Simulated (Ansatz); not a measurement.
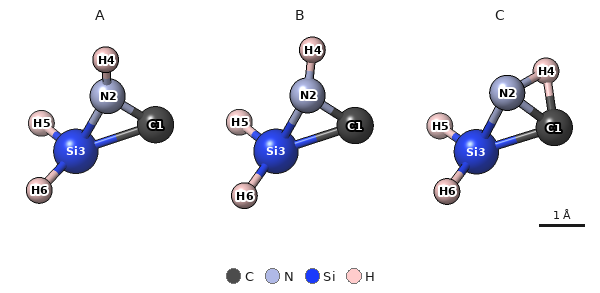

3 geometries from a converged minimum-energy path of CH3NSi, shuffled. Style: ball-and-stick. Shown from a free direction.

All numbers below come from RKS PBE0-D4/STO-3G in Ansatz. Run with 5 movable images; climbing image; force threshold 0.05 eV/Å; iteration limit 60; starting path through a guess of the saddle point.

Question: Which frame is the transition state?

Answer: C. In order along the path, whose images run from 0 to 6: C (image 3, +370.0 kJ/mol), B (image 5, +174.4 kJ/mol), A (image 6, +139.9 kJ/mol). A hydrogen atom shifts from one atom to another. Breaking: C1–H4 (1.10 → 1.30 at the top → 2.17 Å). Forming: N2–H4 (2.20 → 1.29 at the top → 1.05 Å).

Limits of the set-up: STO-3G is a minimal basis, so the numbers are rough.
